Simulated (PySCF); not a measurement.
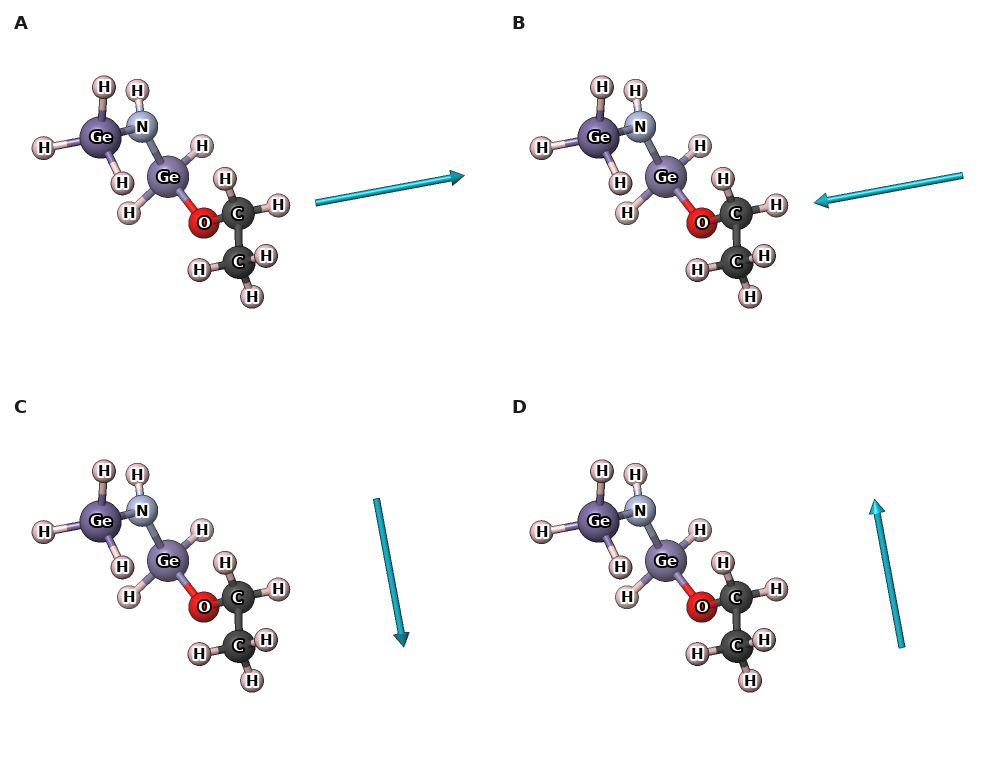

The same molecule four times, each with an arrow. Computed geometry: GFN2-xTB optimisation. No frequency run is at hand to confirm it as a minimum. Method: ωB97X-D/def2-SVPD, gas phase (PySCF 2.14.0).

Which arrow points along the dipole moment, from the negative to the positive end?

Answer. D. The dipole moment is 1.41 D.

The geometry is semi-empirical. Around Ge such bond lengths and angles can be off by a tenth of an ångström or more and by several degrees, and values that hang on the shape move with them.
